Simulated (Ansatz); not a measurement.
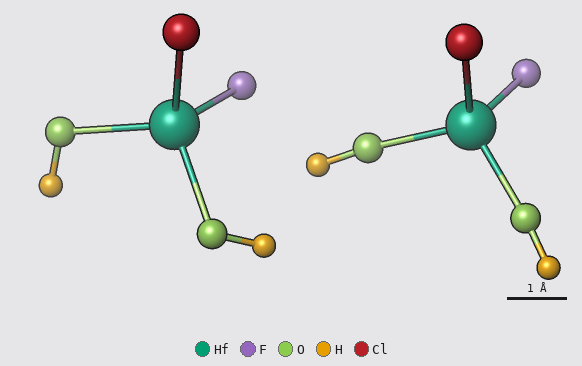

Two geometries of HfH2O2ClF, drawn at one scale. One is the start of a relaxation, the other its converged end. The picture is a ball-and-stick view, seen at a tilt.

Computed with RKS PBE0/def2-SVP in Ansatz. Set-up: no spin polarisation; force threshold 0.02 eV/Å; at most 40 steps.

### Which one is relaxed?

The right one is the relaxed one. The run prepares the start of a later molecular dynamics calculation, from a guessed geometry. The largest move after the best rigid fit is that of an H atom, 0.57 Å. By element the largest moves are H 0.57 Å, O 0.52 Å, Cl 0.26 Å, F 0.24 Å, Hf 0.12 Å. Near-neighbour distances that change, for instance: Hf–O 2.070 → 1.908 Å, Cl–Hf 2.518 → 2.374 Å, F–Hf 1.980 → 1.914 Å, H–O 1.010 → 0.955 Å. Among the angles between lasting bonds that change: Hf–O–H 109.5° → 174.1°. Over 8 geometry steps the energy falls by 1.076 eV. The largest force component goes from 2.8 to 0.003 eV/Å.
